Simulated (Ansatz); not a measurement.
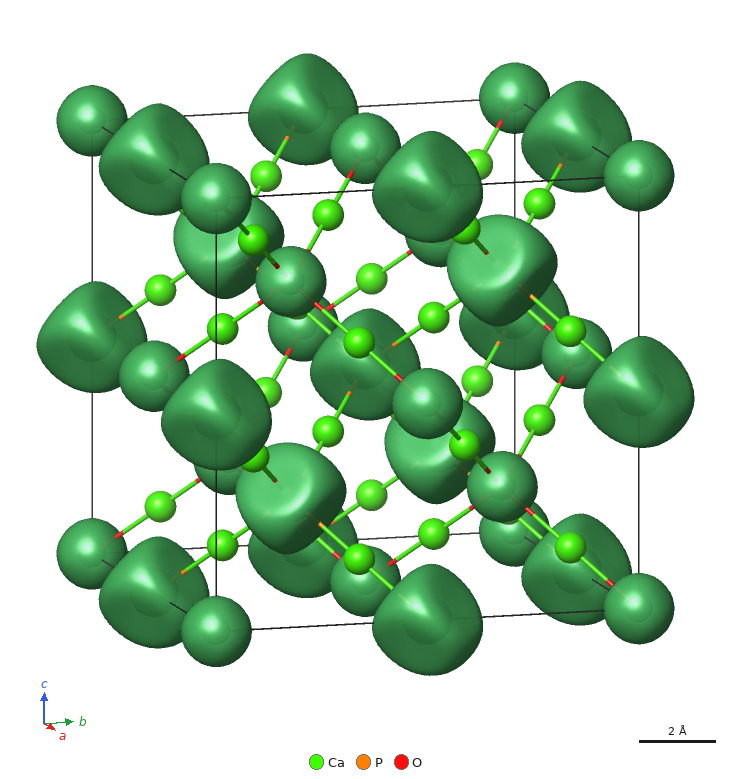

*Ca4PO. Isosurface of the electron localisation function at 0.7 (green), seen slightly off an axis. Core shells and regions of very low density are left out. Sticks mark near contacts.*

Space group Fd-3m; a structure generated by program, which may or may not match a known phase.

The calculation used Ansatz 0.2.0, DFT PBE, scalar-relativistic, plane waves, PAW.

Core electrons are frozen (PAW), and the valence fields are smoothed inside the atomic spheres.

Input

```
crystal:
  lattice:
    - [0.0, 5.69966781, 5.69966781]
    - [5.69966781, 0.0, 5.69966781]
    - [5.69966781, 5.69966781, 0.0]
  atoms:
    - { symbol: Ca, position: [0.125, 0.125, 0.125] }
    - { symbol: Ca, position: [0.625, 0.625, 0.625] }
    - { symbol: Ca, position: [0.125, 0.125, 0.625] }
    - { symbol: Ca, position: [0.625, 0.625, 0.125] }
    - { symbol: Ca, position: [0.125, 0.625, 0.125] }
    - { symbol: Ca, position: [0.625, 0.125, 0.625] }
    - { symbol: Ca, position: [0.625, 0.125, 0.125] }
    - { symbol: Ca, position: [0.125, 0.625, 0.625] }
    - { symbol: P, position: [0.0, 0.0, 0.0] }
    - { symbol: P, position: [0.25, 0.25, 0.25] }
    - { symbol: O, position: [0.5, 0.5, 0.5] }
    - { symbol: O, position: [0.75, 0.75, 0.75] }
basis:
  ecutwfc: 420
kpoints:
  mp_grid: { grid: [6, 6, 6] }
hamiltonian:
  xc: pbe
scf:
  occupations: { method: gaussian, width: 0.1 }
output:
  forces: true
  stress: true
  eigenvalues: true
  write_density: true
  write_potential: true
  elf: true
  volumetric_format: npy
relax:
  adjacent_minimum: "off"
  f_tol: 0.01
  max_steps: 80
  cell: { stress_tol: 0.05 }
```

Launched as:

```sh
ansatz run input.yaml --threads 1 --pin off --max-ram 2560MiB --backend cpu --events-out ev --progress --plain --runs-dir out
```

Below, planes, directions and counts refer to the conventional cell (a = 11.68 Å, b = 11.68 Å, c = 11.68 Å, α = 90.00°, β = 90.00°, γ = 90.00°).

The fields are those of the run's last geometry, not of the input's.

> What do the ELF domains correspond to?

At this value the surface marks out eight regions wrapped around O (the valence shell of each) and eight regions wrapped around P (the valence shell of each), counted in one cell of 48 atoms. Regions shared between cells count once. Along the contacts the grid gives the following. Ca–P (2.53 Å): the ELF peaks at about 0.80 in the valence shell of P, 0.9 Å from its nucleus, and is about 0.30 at the midpoint. Ca–O (2.53 Å): the ELF is about 0.10 at the midpoint: no localised pair shows between them.
